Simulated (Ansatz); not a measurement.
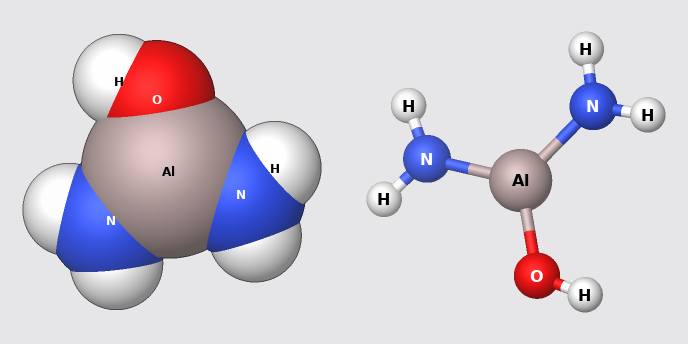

Both panels show the same species.

The geometry was computed by an optimisation with PBE0-D4/def2-TZVP.

> Count the atoms of each element.

AlH₅N₂O, 9 atoms: 1 aluminium, 5 hydrogen, 2 nitrogen and 1 oxygen.

> Count the bonded pairs by element.

4 N–H, 2 Al–N, 1 Al–O, 1 O–H.

> Give a SMILES string for it.

[NH2][Al]([NH2])[OH]

> Give the symmetry (Schoenflies symbol).

Cs.

> How many sets of symmetry-equivalent atoms are there?

9: 1 N, 1 Al, 1 N, 1 O, 1 H, 1 H, 1 H, 1 H, 1 H.

The parts below concern this one geometry. Atoms keep their numbers from picture to picture.

Geometry

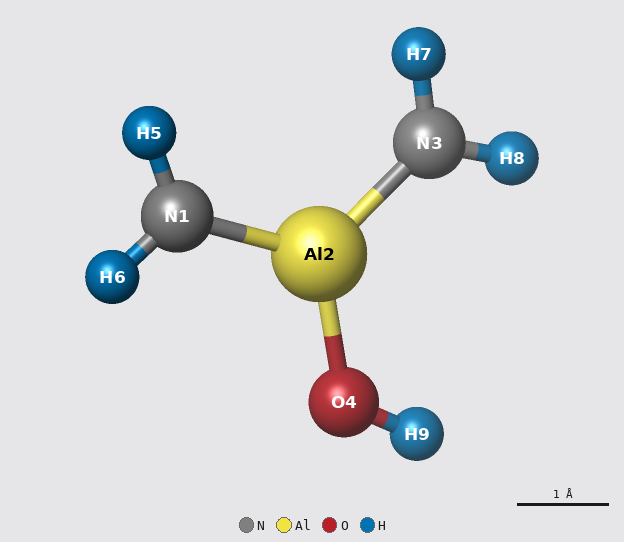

Numbered structure.

> Describe the coordination of atom 2.

Al2 has 3 neighbours (N1 at 1.76, N3 at 1.77, O4 at 1.70 Å); the arrangement is trigonal planar.

> Describe the coordination of atom 1.

N1 has 3 neighbours (Al2 at 1.76, H5 at 1.01, H6 at 1.01 Å); the arrangement is trigonal planar.

> What is the geometry at O4?

O4 has 2 neighbours (Al2 at 1.70, H9 at 0.95 Å); the arrangement is bent.

> How are the neighbours of atom 3 arranged?

N3 has 3 neighbours (Al2 at 1.77, H7 at 1.01, H8 at 1.01 Å); the arrangement is trigonal planar.

Vibrations

Harmonic vibrations computed with RKS PBE0-D4/def2-TZVP (Ansatz 0.2.0) at a stationary point of the same level.

> How many vibrational modes are there, and where do they lie?

21 modes: 119, 196, 219, 277, 287, 297, 333, 357, 577, 637, 685, 690, 892, 919, 1563, 1573, 3621, 3626, 3709, 3717, 3986 cm⁻¹.

Levels of theory compared

Program: Ansatz 0.2.0.

At this fixed geometry, give HOMO–LUMO gap (eV) at these levels: BLYP-D4/def2-TZVPP; CAM-B3LYP-D4/def2-TZVPP; PBE0-D4/def2-TZVPP; SPW92 (LDA)/def2-TZVPP; r2SCANh-D4/def2-TZVPP; ωB97M-V/def2-SVP; ωB97M-V/def2-TZVPP.

| level | HOMO–LUMO gap (eV) |
| --- | --- |
| BLYP-D4/def2-TZVPP | 4.58 |
| CAM-B3LYP-D4/def2-TZVPP | 9.21 |
| PBE0-D4/def2-TZVPP | 6.97 |
| SPW92 (LDA)/def2-TZVPP | 4.73 |
| r2SCANh-D4/def2-TZVPP | 6.37 |
| ωB97M-V/def2-SVP | 10.93 |
| ωB97M-V/def2-TZVPP | 10.82 |

Dipole moment

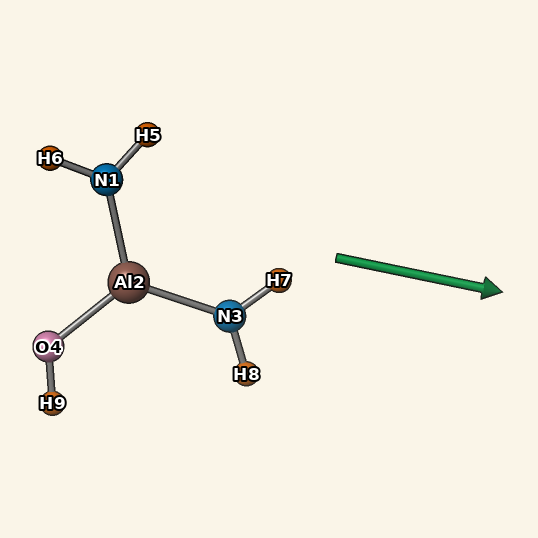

The arrow beside the molecule shows the direction of the dipole moment, from the negative to the positive end (its length means nothing). Level of theory: RKS ωB97M-V/def2-TZVPP (Ansatz 0.2.0).

> Estimate the dipole moment.

1.52 D; it points from the side of H6 to the side of H7 (the outermost atoms at the two ends).
